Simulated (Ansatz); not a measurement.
# CF2GaN (SMILES N#[C][Ga]([F])[F]): what the fields show

```yaml
atoms:
  - { symbol: N, position_ang: [1.3999, -1.3815, 1.4346] }
  - { symbol: C, position_ang: [0.7400, -0.7327, 0.7499] }
  - { symbol: Ga, position_ang: [-0.3510, 0.3402, -0.3829] }
  - { symbol: F, position_ang: [-1.7580, -0.2963, -1.1516] }
  - { symbol: F, position_ang: [0.0190, 1.9966, -0.6915] }
```

Geometry: PBE0-D4/def2-TZVP.

These are results of RKS PBE0-D4/def2-TZVPP (Ansatz 0.2.0), not measurements.

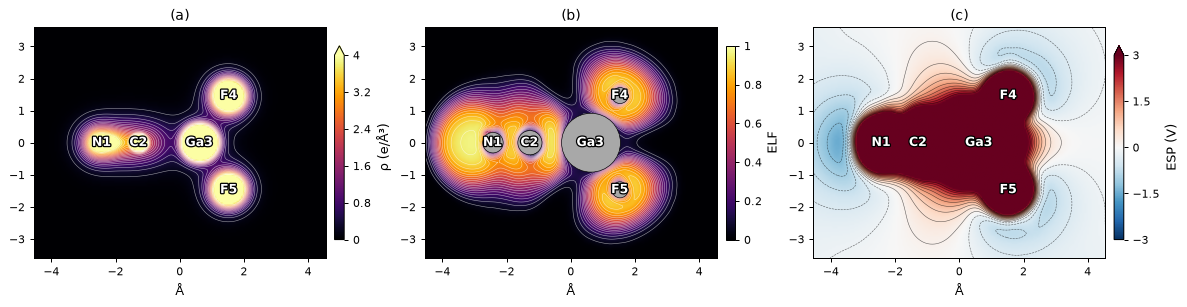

Figure 1. (a) total electron density; (b) ELF; (c) electrostatic potential on the molecular plane. Grey discs cover the atomic cores in the ELF map.

Q: Interpret the plot.

A: The plane passes through N, C, Ga and F nuclei. C–N (1.15 Å): ρ at the midpoint is about 3.8 e/Å³; the ELF peaks at about 0.85 between the atoms: a short, multiple covalent bond. Ga–F (1.73 Å): ρ at the midpoint is about 0.97 e/Å³; the ELF peaks at about 0.80 in the valence shell of F, 0.5 Å from its nucleus, and is about 0.20 at the midpoint. C–Ga (1.90 Å): ρ is about 0.83 e/Å³ halfway; the ELF peaks at about 0.95 in the valence shell of C, 0.7 Å from its nucleus, and is about 0.45 at the midpoint. The ELF also peaks beside F5, N1 and F4, away from the bonds: lone-pair regions. Outside the dense part of the molecule the potential is most negative (−1.5 V) near N1.

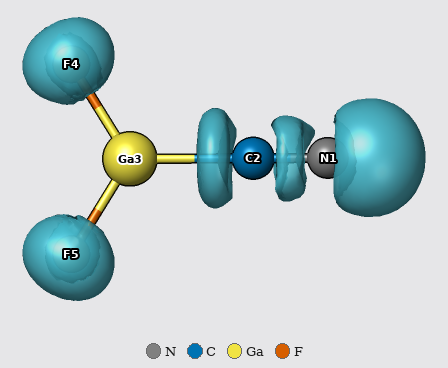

Figure 2. Isosurface of the ELF at 0.8 (cyan), seen across its widest extent. Only the valence region is drawn (cores and ρ < 0.01 e/Å³ removed).

Q: Where are the electrons localised?

A: The ELF exceeds this value in one region between bonded C–N atoms (shared pairs), one lobe of the valence shell of C pointing towards Ga (polar bonds), one lobe on N, pointing away from the bonds (lone pairs) and two regions wrapped around F (the valence shell of each).

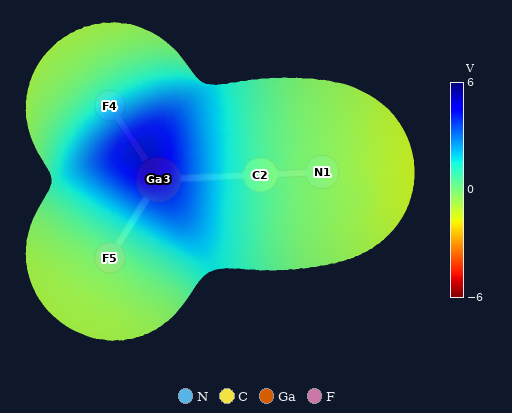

Figure 3. The molecular electrostatic potential painted on the density surface at 0.002 e/bohr³, seen at a tilt; the colour scale runs from red (negative) to blue (positive).

Q: Describe the electrostatic potential map.

A: The most negative region (about −1.3 V, or −30 kcal/mol for a unit charge) lies over N1, the most positive (about +5.0 V, or +115 kcal/mol for a unit charge) over Ga3. N1 is the likeliest acceptor of a hydrogen bond.
